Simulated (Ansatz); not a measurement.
**Ligand exchange: CH2BrCl + CuI → CH2ClI + CuBr**

Species: CH2BrCl (bromochloromethane) `ClCBr`, singlet; CuI, singlet; CH2ClI (chloroiodomethane) `ClCI`, singlet; CuBr (copper(i) bromide), singlet. The partners trade Br for I: C–Br and Cu–I bonds give way to C–I and Cu–Br.

Shapes, held fixed at every level: PBE0-D4/def2-TZVP. Programs: Ansatz 0.2.0. The zero-point and thermal change to 298 K, harmonic and unscaled (PBE0-D4/def2-TZVP), is -1.0 kJ/mol.

```json
{"level": "HF/def2-SVP", "kind": "Hartree–Fock", "ΔH(298 K) (kJ/mol)": "+22.8", "CPU time (sum over the molecules)": "–"}
{"level": "SPW92/def2-TZVPP", "kind": "LDA", "ΔH(298 K) (kJ/mol)": "+16.1", "CPU time (sum over the molecules)": "6.6 s"}
{"level": "PBE-D4/def2-TZVPP", "kind": "GGA", "ΔH(298 K) (kJ/mol)": "+13.2", "CPU time (sum over the molecules)": "13 s"}
{"level": "r2SCAN-D4/def2-TZVPP", "kind": "meta-GGA", "ΔH(298 K) (kJ/mol)": "+12.5", "CPU time (sum over the molecules)": "27 s"}
{"level": "BHLYP-D4/def2-TZVPP", "kind": "global hybrid", "ΔH(298 K) (kJ/mol)": "+13.0", "CPU time (sum over the molecules)": "16 s"}
{"level": "PBE0-D4/def2-TZVPP", "kind": "global hybrid", "ΔH(298 K) (kJ/mol)": "+14.2", "CPU time (sum over the molecules)": "15 s"}
{"level": "wB97X-V/def2-TZVPP", "kind": "range-separated hybrid", "ΔH(298 K) (kJ/mol)": "+11.9", "CPU time (sum over the molecules)": "37 s"}
{"level": "wB97M-V/def2-TZVPP", "kind": "range-separated hybrid", "ΔH(298 K) (kJ/mol)": "+12.4", "CPU time (sum over the molecules)": "52 s"}
```

wB97M-V/def2-TZVPP gives ΔH(298 K) = +12.4 kJ/mol; the levels span +11.9 to +22.8. The median of the levels is +13.1. No measured value is set beside it here. For atoms past krypton def2 sets carry core potentials with scalar relativity. Relativity is left out for Br, Cu. Times are processor times on shared x86 and Arm servers, and rough.

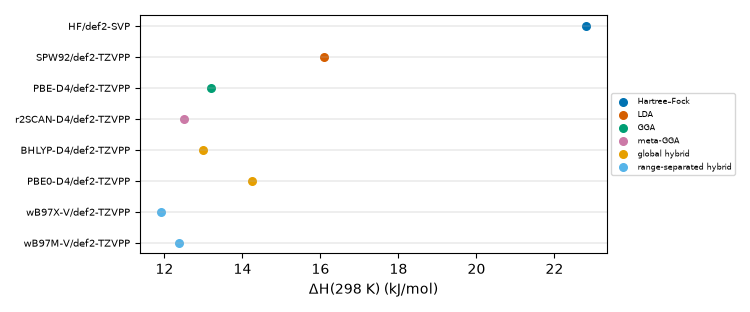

The values of the table, level by level.
